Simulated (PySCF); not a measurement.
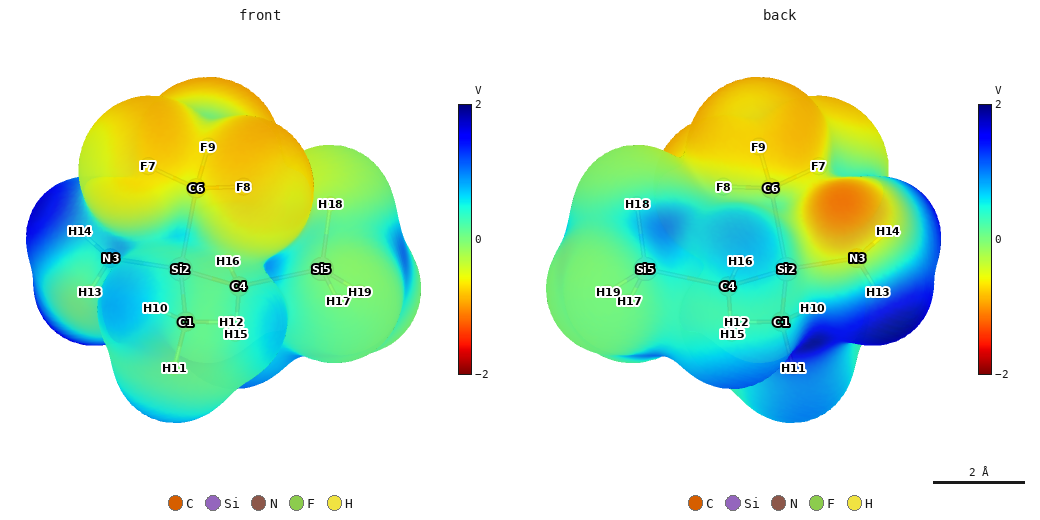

C3H10F3NSi2. The electrostatic potential painted on the density surface at 0.002 e/bohr³, seen from the front and from behind; red is negative and blue positive.

Geometry: GFN2-xTB.

The calculation used PySCF 2.14.0, PBE0/pcSseg-1, SCF density, gas phase, non-relativistic.

| atom | x (Å) | y (Å) | z (Å) |
| --- | --- | --- | --- |
| C | -1.6469 | -0.9590 | 0.8346 |
| Si | -0.5992 | 0.0079 | -0.4240 |
| N | -1.3378 | 0.4450 | -1.9166 |
| C | 1.1056 | -0.7557 | -0.7258 |
| Si | 2.3515 | -0.6610 | 0.7200 |
| C | -0.3596 | 1.7707 | 0.3743 |
| F | -1.4834 | 2.5227 | 0.3094 |
| F | -0.0348 | 1.7169 | 1.6844 |
| F | 0.6048 | 2.5074 | -0.2125 |
| H | -2.5746 | -0.4393 | 1.0622 |
| H | -1.9081 | -1.9406 | 0.4502 |
| H | -1.1173 | -1.1051 | 1.7716 |
| H | -1.5611 | -0.2549 | -2.6042 |
| H | -1.9952 | 1.2077 | -1.9599 |
| H | 0.9681 | -1.8015 | -0.9978 |
| H | 1.5570 | -0.2752 | -1.5936 |
| H | 1.7562 | -1.2673 | 1.9141 |
| H | 2.7288 | 0.7254 | 0.9725 |
| H | 3.5362 | -1.4349 | 0.3336 |

Question: Where is the surface potential most negative and most positive?

Answer: The most negative region (about −1.1 V) lies over N3, the most positive (about +1.9 V) over Si2 and H13. N3 is the likeliest acceptor of a hydrogen bond.

Question: How polar is the molecule by this calculation?

Answer: Its dipole moment is 3.63 D.
